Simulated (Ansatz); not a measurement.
## Photoemission of amorphous Ge

How wide do site differences make the core lines of amorphous Ge?

Method: DFT, PBEsol, plane-wave PAW, default files, scalar-relativistic, in Ansatz 0.2.0.

### 1. The starting structure

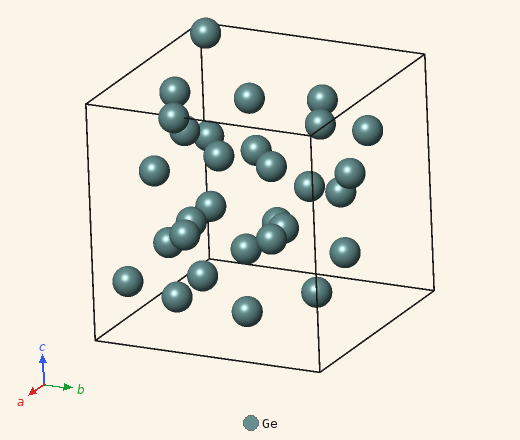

Start, viewed slightly off an axis; germanium teal.

The cell holds 30 atoms: 30 Ge. Its edges and angles: a = 8.978 Å, b = 8.978 Å, c = 8.978 Å, α = 90.0°, β = 90.0°, γ = 90.0°. How the cell was made: glass; density 5.0 g/cm³; hottest run set to 2200 K; random start, relaxed, three short dynamics runs, relaxed.

### 2. Dynamics at 2200 K

A short run with the thermostat set to 2200 K, starting from rest and too brief to equilibrate, lets the random network rearrange; the cutoff and mesh are cut down, since only a plausible structure is wanted.

Input file input.yaml:

```yaml
crystal:
  lattice:
    - [8.9779155195, 0.0, 0.0]
    - [0.0, 8.9779155195, 0.0]
    - [0.0, 0.0, 8.9779155195]
  atoms:
    - { symbol: Ge, position: [0.2119351325, 0.3183623021, 0.7953575086] }
    - { symbol: Ge, position: [0.028278352, 0.5480713442, 0.755433932] }
    - { symbol: Ge, position: [0.1364366104, 0.0870686335, 0.2812142264] }
    - { symbol: Ge, position: [0.5929631596, 0.4716564589, 0.0455112336] }
    - { symbol: Ge, position: [0.500643832, 0.5999000947, 0.3835046287] }
    - { symbol: Ge, position: [0.6344254384, 0.9777335201, 0.7119016836] }
    - { symbol: Ge, position: [0.6055325254, 0.2435011925, 0.3974740343] }
    - { symbol: Ge, position: [0.4361525663, 0.8288997101, 0.54515153] }
    - { symbol: Ge, position: [0.6202444126, 0.1746027519, 0.0768597063] }
    - { symbol: Ge, position: [0.1836627885, 0.8273725184, 0.717151857] }
    - { symbol: Ge, position: [0.7566083105, 0.6790108463, 0.4359720121] }
    - { symbol: Ge, position: [0.5606789112, 0.5232026635, 0.7228943522] }
    - { symbol: Ge, position: [0.7796290573, 0.703230442, 0.7542141137] }
    - { symbol: Ge, position: [0.4049125711, 0.3789645934, 0.2324222654] }
    - { symbol: Ge, position: [0.4956374863, 0.7806241341, 0.845741868] }
    - { symbol: Ge, position: [0.1653362245, 0.1054024146, 0.5907545261] }
    - { symbol: Ge, position: [-0.0104778365, 0.4142046174, 0.4990009271] }
    - { symbol: Ge, position: [0.424147074, 1.0436787379, 0.2213504831] }
    - { symbol: Ge, position: [-0.0180416891, 0.3816687102, -0.0131493707] }
    - { symbol: Ge, position: [0.6389813436, 0.2478330989, 0.7965363049] }
    - { symbol: Ge, position: [0.8583773829, 0.0825271679, 0.2121634293] }
    - { symbol: Ge, position: [0.5521149982, 0.7646380114, 0.1525126537] }
    - { symbol: Ge, position: [0.9396949901, 0.9544619897, 0.7594080651] }
    - { symbol: Ge, position: [0.9206827355, 0.2528644335, 0.7238106692] }
    - { symbol: Ge, position: [0.4277997817, 0.2849357447, 0.6213554343] }
    - { symbol: Ge, position: [0.3442987717, 0.0554243065, 0.8316477109] }
    - { symbol: Ge, position: [0.6550181097, 0.9526938079, 0.3807085755] }
    - { symbol: Ge, position: [1.0881863495, 1.0690566362, 0.9941409068] }
    - { symbol: Ge, position: [0.8078314766, 0.3909905019, 0.2596834767] }
    - { symbol: Ge, position: [0.1120509369, 0.3692149341, 0.2418163222] }
kpoints:
  mp_grid: { grid: [1, 1, 1] }
scf:
  occupations: { method: fermi_dirac, width: 0.1 }
  n_extra_bands: 21
hamiltonian:
  xc: pbesol
  pseudopotentials: { kind: paw }
output:
  forces: true
basis:
  ecutwfc: 320
md:
  timestep: 2.5
  n_steps: 150
  ensemble: nvt_langevin
  temperature: 2200
  seed: 0
```

Command:

```console
$ ansatz run input.yaml --threads 8 --pin off --max-ram 40960MiB --backend cuda --events-out ev --progress --plain --runs-dir out
```

Numbers of over 12 decimals in the logs are rounded to 6 here.

The log of the run:

```text
Warning: md: disabling space-group detection — thermal motion breaks the input geometry's symmetry, so no spatial operation reduces the k-mesh or symmetrises the density; time reversal is kept, so that k and −k are solved as one point where they differ and the mesh holds both, and exact exchange and, on two spinor components, a DFT+U term hold to it where the run has them: on two components no moment then forms, and  [...]
Warning: basis.ecutwfc = 320 eV is below the records' recommended 420 eV, and the density's cutoff is lower with it unless basis.ecutrho_ratio is high enough to keep the records' density cutoff: compare with a run at a higher cutoff
scf.n_extra_bands = 21 over 210 filled bands (N_el = 420.0): the run solves 231 bands
Engine: ansatz 0.2.0, aarch64-unknown-linux-gnu
Pseudopotentials: kind: paw
Pseudopotential: Ge, paw, valence charge 14, recommended cutoff 420 eV (normal), Ge.paw.azcp
Functional definition: PBEsol
  exchange = pbesol_x
  correlation = pbesol_c
[...]
Crystal: 30 atoms, lattice volume = 723.647 Å³
Basis set: ecut = 320 eV, 9435 PW (Γ), exchange–correlation on 108×108×108 points (8 copies of the dense FFT grid, shifted against one another)
Bands: 231, of which v1, the nominal top of the filled ones, is band 210 counted from 1 (209 counted from 0)
Symmetry: 1 space group operations
k-points: 1
Non-local potential: Ge, projectors of the file, l = 0: 2, l = 1: 2, l = 2: 3, l = 3: 1
PAW form: soft (Blöchl's): semilocal exchange-correlation on the pseudo side does not see the compensation charge
PAW frozen core: Ge, regenerated for the run's functional, and the local potential with it (the file was generated under x = pbe(κ = 0.804, μ = 0.219515), c = pbe(β = 0.066725))
PAW one-centre angular grid: Ge, 590 points (default); XC on 64 Gauss nodes
Initial density: superposition of atomic densities (neutral atoms: chi_scale 0, normalization atom), corrected by the library's trained network
Initial wavefunctions: pseudopotential atomic-orbital guess
[...]
Functional: x = pbesol(κ = 0.804, μ = 0.123457), c = pbesol(β = 0.046)
SCF iter   1: F=—  HF=-127600.794310 eV  |F-HF|=—  |Δ(HF+E_count)|=         —  Δρ=7.96e-3  dr2=1.37e0  ethr=1.77e-3  ⟨swp⟩=5.0  Hψ=774  notcnv=0
preconditioner: auto → Resta (q_TF=auto, 2.492 Å⁻¹)  ε∞=2.8  [insulator: Δε(μ)=0.728 eV  Ē_g=20.807 eV  σ=0.100 eV  W_gap=0.95  n_scr=178 (ndim 8)  ℏωp=28.3 eV  f_vac=0.127  D(μ)=1.26/eV (n_scr^D=0)  ε∞_Penn≈2.8]
SCF iter   2: F=—  HF=-127600.401478 eV  |F-HF|=—  |Δ(HF+E_count)|=   3.93e-1  Δρ=3.82e-3  dr2=2.05e-1  ethr=3.27e-4  ⟨swp⟩=2.0  Hψ=319  notcnv=0
[...]
SCF iter  13: F=-127600.346343 eV  HF=-127600.346343 eV  |F-HF|=1.48e-8  |Δ(HF+E_count)|=   5.19e-8  Δρ=6.74e-7  dr2=1.31e-8  ethr=7.14e-12  ⟨swp⟩=4.0  Hψ=708  notcnv=0
SCF 1 converged in 13 iterations: F = -127600.346343 eV  dr2 = 1.31e-8
  greatest PAW one-centre occupation: 0.998 electrons in one spin orbital (limit 2), on the Ge atom at site 18 (counted from 0), in its partial waves of l = 2
md step     0: t =     0.00 fs  T =     0.0 K  F+E_penalty+E_count = -127600.34634255 eV  E_kin = 0.000000 eV  (13 SCF iters)
[...]
preconditioner: auto → LDOS  [insulator: Δε(μ)=0.613 eV  Ē_g=20.851 eV  σ=0.100 eV  W_gap=0.91  n_scr=178 (ndim 8)  ℏωp=28.3 eV  f_vac=0.132  D(μ)=2.06/eV (n_scr^D=6)  ε∞_Penn≈2.8  β→1.0]
[...]
SCF 2 converged in 6 iterations: F = -127600.346668 eV  dr2 = 1.65e-8
md step     1: t =     2.50 fs  T =   115.8 K  F+E_penalty+E_count = -127600.34666764 eV  E_kin = 0.449099 eV  (6 SCF iters)
[...]
SCF 3 converged in 7 iterations: F = -127600.344157 eV  dr2 = 2.39e-8
md step     2: t =     5.00 fs  T =   245.0 K  F+E_penalty+E_count = -127600.34415737 eV  E_kin = 0.950207 eV  (7 SCF iters)
[... from here on, the SCF cycles and remarks between the steps are left out ...]
md step     3: t =     7.50 fs  T =   346.7 K  F+E_penalty+E_count = -127600.33444494 eV  E_kin = 1.344559 eV  (8 SCF iters)
md step     8: t =    20.00 fs  T =   659.3 K  F+E_penalty+E_count = -127600.08358412 eV  E_kin = 2.556645 eV  (6 SCF iters)
md step    13: t =    32.50 fs  T =  1023.4 K  F+E_penalty+E_count = -127599.51109015 eV  E_kin = 3.968367 eV  (6 SCF iters)
md step    18: t =    45.00 fs  T =  1107.0 K  F+E_penalty+E_count = -127598.77289544 eV  E_kin = 4.292893 eV  (6 SCF iters)
md step    23: t =    57.50 fs  T =   994.4 K  F+E_penalty+E_count = -127598.08778853 eV  E_kin = 3.856171 eV  (6 SCF iters)
md step    28: t =    70.00 fs  T =  1020.0 K  F+E_penalty+E_count = -127597.51990259 eV  E_kin = 3.955445 eV  (6 SCF iters)
md step    33: t =    82.50 fs  T =   980.7 K  F+E_penalty+E_count = -127597.16749525 eV  E_kin = 3.802788 eV  (6 SCF iters)
md step    38: t =    95.00 fs  T =  1435.3 K  F+E_penalty+E_count = -127596.94652673 eV  E_kin = 5.565629 eV  (6 SCF iters)
md step    39: t =    97.50 fs  T =  1358.6 K  F+E_penalty+E_count = -127596.96089311 eV  E_kin = 5.268292 eV  (6 SCF iters)
md step    40: t =   100.00 fs  T =  1536.3 K  F+E_penalty+E_count = -127596.98109283 eV  E_kin = 5.957440 eV  (8 SCF iters)
md step    41: t =   102.50 fs  T =  1704.6 K  F+E_penalty+E_count = -127596.97989000 eV  E_kin = 6.610126 eV  (6 SCF iters)
md step    42: t =   105.00 fs  T =  1697.0 K  F+E_penalty+E_count = -127596.94895563 eV  E_kin = 6.580533 eV  (6 SCF iters)
md step    43: t =   107.50 fs  T =  1740.9 K  F+E_penalty+E_count = -127596.89059940 eV  E_kin = 6.750686 eV  (6 SCF iters)
md step    44: t =   110.00 fs  T =  1679.7 K  F+E_penalty+E_count = -127596.80740284 eV  E_kin = 6.513395 eV  (6 SCF iters)
md step    45: t =   112.50 fs  T =  1538.4 K  F+E_penalty+E_count = -127596.70678973 eV  E_kin = 5.965533 eV  (5 SCF iters)
md step    46: t =   115.00 fs  T =  1500.2 K  F+E_penalty+E_count = -127596.58678840 eV  E_kin = 5.817419 eV  (6 SCF iters)
md step    47: t =   117.50 fs  T =  1501.6 K  F+E_penalty+E_count = -127596.43603109 eV  E_kin = 5.822719 eV  (6 SCF iters)
md step    48: t =   120.00 fs  T =  1579.8 K  F+E_penalty+E_count = -127596.26029627 eV  E_kin = 6.126301 eV  (6 SCF iters)
md step    49: t =   122.50 fs  T =  1518.8 K  F+E_penalty+E_count = -127596.06868223 eV  E_kin = 5.889656 eV  (6 SCF iters)
md step    50: t =   125.00 fs  T =  1580.0 K  F+E_penalty+E_count = -127595.86844114 eV  E_kin = 6.127013 eV  (8 SCF iters)
md step    51: t =   127.50 fs  T =  1745.9 K  F+E_penalty+E_count = -127595.65069103 eV  E_kin = 6.770131 eV  (6 SCF iters)
md step    52: t =   130.00 fs  T =  1688.8 K  F+E_penalty+E_count = -127595.42244348 eV  E_kin = 6.548711 eV  (6 SCF iters)
md step    53: t =   132.50 fs  T =  1661.6 K  F+E_penalty+E_count = -127595.21982377 eV  E_kin = 6.443346 eV  (6 SCF iters)
md step    54: t =   135.00 fs  T =  1703.9 K  F+E_penalty+E_count = -127595.04485841 eV  E_kin = 6.607511 eV  (6 SCF iters)
md step    55: t =   137.50 fs  T =  1584.6 K  F+E_penalty+E_count = -127594.89962528 eV  E_kin = 6.144720 eV  (5 SCF iters)
md step    56: t =   140.00 fs  T =  1618.0 K  F+E_penalty+E_count = -127594.79397551 eV  E_kin = 6.274336 eV  (5 SCF iters)
md step    57: t =   142.50 fs  T =  1619.1 K  F+E_penalty+E_count = -127594.72404068 eV  E_kin = 6.278482 eV  (5 SCF iters)
md step    58: t =   145.00 fs  T =  1548.7 K  F+E_penalty+E_count = -127594.68920760 eV  E_kin = 6.005718 eV  (5 SCF iters)
md step    59: t =   147.50 fs  T =  1509.9 K  F+E_penalty+E_count = -127594.69723966 eV  E_kin = 5.855160 eV  (5 SCF iters)
md step    60: t =   150.00 fs  T =  1570.6 K  F+E_penalty+E_count = -127594.75235809 eV  E_kin = 6.090630 eV  (7 SCF iters)
md step    61: t =   152.50 fs  T =  1677.7 K  F+E_penalty+E_count = -127594.84803835 eV  E_kin = 6.505885 eV  (6 SCF iters)
md step    62: t =   155.00 fs  T =  1836.5 K  F+E_penalty+E_count = -127594.95509716 eV  E_kin = 7.121657 eV  (6 SCF iters)
[...]
SCF iter   1: F=—  HF=-127595.038720 eV  |F-HF|=—  |Δ(HF+E_count)|=         —  Δρ=1.88e-4  dr2=2.22e-4  ethr=6.12e-7  ⟨swp⟩=5.0  Hψ=919  notcnv=0
[...]
SCF iter   5: F=-127595.039208 eV  HF=-127595.039208 eV  |F-HF|=1.18e-8  |Δ(HF+E_count)|=   1.54e-7  Δρ=1.36e-6  dr2=2.49e-8  ethr=7.14e-12  ⟨swp⟩=3.0  Hψ=919  notcnv=0
SCF 64 converged in 5 iterations: F = -127595.039208 eV  dr2 = 2.49e-8
md step    63: t =   157.50 fs  T =  1810.8 K  F+E_penalty+E_count = -127595.03920782 eV  E_kin = 7.022004 eV  (5 SCF iters)
[...]
SCF iter   1: F=—  HF=-127595.111970 eV  |F-HF|=—  |Δ(HF+E_count)|=         —  Δρ=1.92e-4  dr2=2.63e-4  ethr=5.29e-7  ⟨swp⟩=4.0  Hψ=877  notcnv=0
[...]
SCF ite
```

Run time: 30 s. Hardware: 1 × NVIDIA GB200 with 8 threads of Arm Neoverse V2, shared host; peak memory 1 GiB.

In the SCF lines HF is the Harris–Foulkes energy and dr2 the Hartree energy of the density residual, in eV; the loop may stop once dr2 is under the threshold and the program's other checks hold. Hψ counts applications of the Hamiltonian.

Rows from the run:

```csv
time (fs),T (K),potential (meV/atom)
0.0,0,0.0
25.0,895,14.9
50.0,1006,62.4
75.0,958,100.2
100.0,1536,112.2
125.0,1580,149.3
150.0,1571,186.5
175.0,1842,178.5
200.0,1873,226.1
225.0,1548,253.9
250.0,1968,243.5
275.0,1730,241.5
300.0,2011,246.7
325.0,2392,208.6
350.0,2091,220.0
375.0,1728,261.4
```

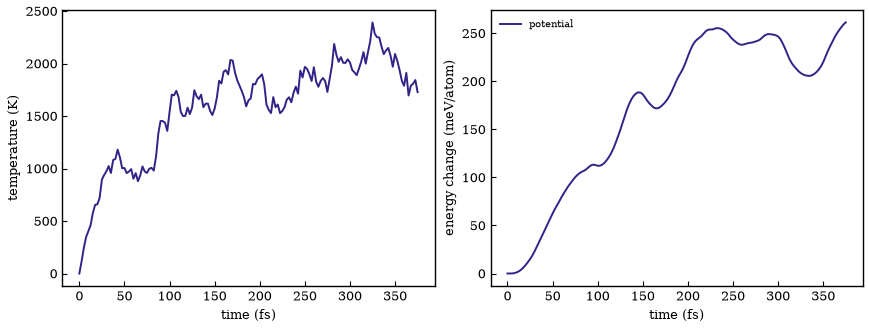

Temperature and energies against time.

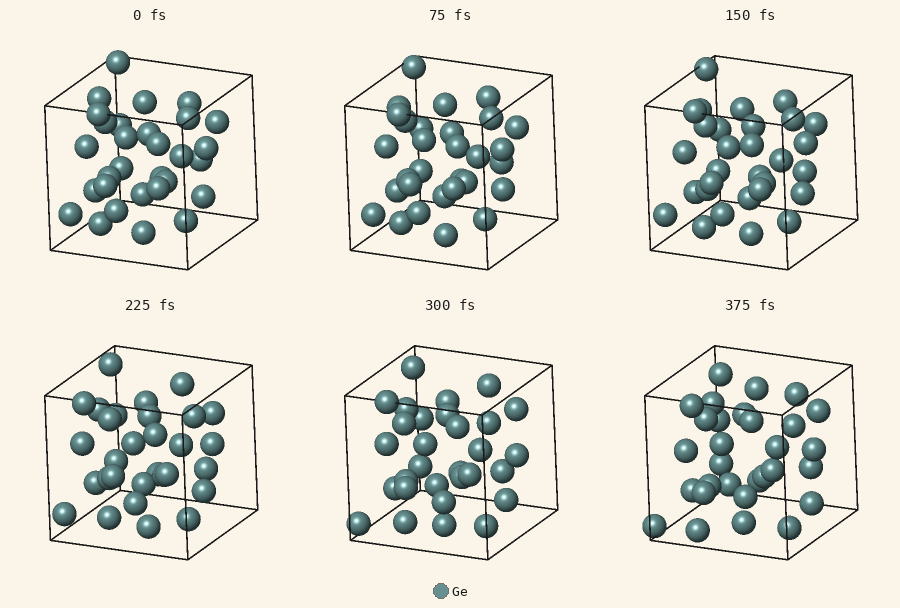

6 frames of the run.

Mean square displacement at the end: Ge 0.84 Å².

Positions (Å) and forces (eV/Å) at 375.0 fs:

```xyz
30
Lattice="8.978 0.000 0.000 0.000 8.978 0.000 0.000 0.000 8.978" Properties=species:S:1:pos:R:3:forces:R:3 pbc="T T T"
Ge    2.205    3.803    7.596    1.358    0.706   -0.477
Ge    0.252    5.387    6.783    1.228   -0.491    0.171
Ge    1.441    0.877    2.272   -0.297    0.131    0.042
Ge    5.661    4.437    0.550    0.171    0.178    0.598
Ge    4.755    5.424    3.248    0.743    0.325   -0.125
Ge    5.846    9.330    5.815    0.699    1.958    1.685
Ge    6.445    2.684    2.868    1.763    1.155    0.585
Ge    4.407    8.331    4.091   -0.755   -0.985   -1.581
Ge    6.929    2.050    0.193   -0.706   -0.268    1.378
Ge    1.776    7.584    6.574    0.212    0.240    0.050
Ge    6.829    7.077    4.563   -0.623   -0.129    0.083
Ge    4.903    4.355    6.991   -1.399    1.570   -1.286
Ge    6.950    5.876    7.505   -1.102    0.158   -0.711
Ge    4.158    2.790    2.179   -1.384    0.371   -0.295
Ge    4.718    7.448    6.644   -0.905   -1.511    1.371
Ge    1.107    0.621    4.832    0.581    0.113    0.198
Ge   -0.248    3.497    3.336    1.075   -0.916   -0.048
Ge    3.948    9.237    1.399    0.194    0.442    0.687
Ge    0.117    3.127   -0.165   -0.422    0.303    0.090
Ge    6.339    2.578    6.959    1.215   -1.278   -1.445
Ge    7.774   -0.331    0.430    0.143    0.010    0.510
Ge    5.420    7.295    0.528    0.334    0.066   -0.259
Ge    8.025    8.061    6.539    0.423    0.788    0.617
Ge    9.479    2.829    6.114   -1.518   -0.242   -1.247
Ge    4.472    2.557    4.767    0.261    0.949    0.015
Ge    3.180    1.385    6.680    1.939    0.288   -1.073
Ge    6.382    9.324    2.654   -0.077   -2.187   -0.497
Ge   10.106    9.887    7.716   -1.929   -0.999    0.678
Ge    7.416    5.532    2.907   -0.861   -0.259   -0.983
Ge    1.659    3.460    1.657   -0.360   -0.486    1.265
```

The pair distribution g(r), Ge–Ge has structure finer than the step of the table below, so its rows give means over 0.25 Å, whole bins alone (the curve runs from 0.0375 to 5.96 Å). Peaks (Å: height): 2.662: 3.22, 3.412: 0.897, 3.938: 1.32, 4.237: 1.48, 4.762: 1.49, 5.062: 1.36.

From the last frames. Pair distribution g(r), Ge–Ge against r; means over each step:

```csv
r (Å),"pair distribution g(r), Ge–Ge"
2.00,0
2.25,0.417
2.50,1.83
2.75,2.33
3.00,1.54
3.25,0.738
3.50,0.695
3.75,0.503
4.00,1.03
4.25,1.02
4.50,0.913
4.75,1.13
5.00,1.06
5.25,1.13
5.50,0.939
5.75,0.852
```

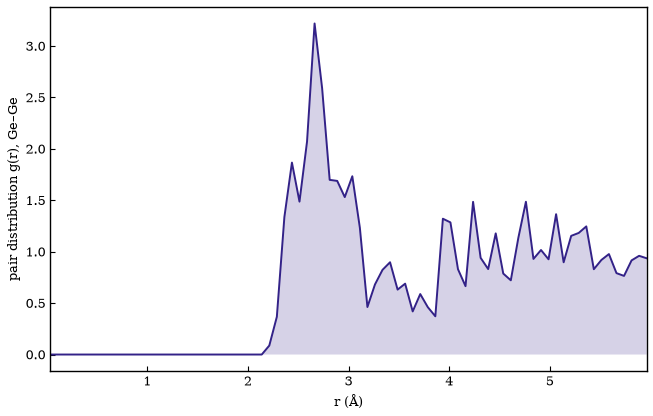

Pair distribution g(r), Ge–Ge, plotted against r.

Beyond half the shortest lattice vector, 4.5 Å, g(r) counts periodic images.

Numbers from this step:

| Quantity | Value |
| --- | --- |
| free energy | -127592.5054 eV |
| energy at zero smearing | -127592.3293 eV |
| smearing term TS | 0.3522 eV |
| Fermi energy | 7.308 eV |
| gap by band count | 0.1946 eV |
| symmetry operations | 1 |

[end of part 1 of 5]

[Logs are printed without paths, hosts, clocks, repeated set-up lines and the standing remarks that a program may print on its own settings, such as how far it seeks lower states.]

[Hosts, paths, dates, database ids (printed as entryN), source tags and the programs' standing remarks are cut or masked in the printed files.]

[Maps of the electrostatic potential energy from Ansatz leave out the sawtooth potential of an applied field or a dipole correction, so their vacuum need not be flat; work functions include it.]
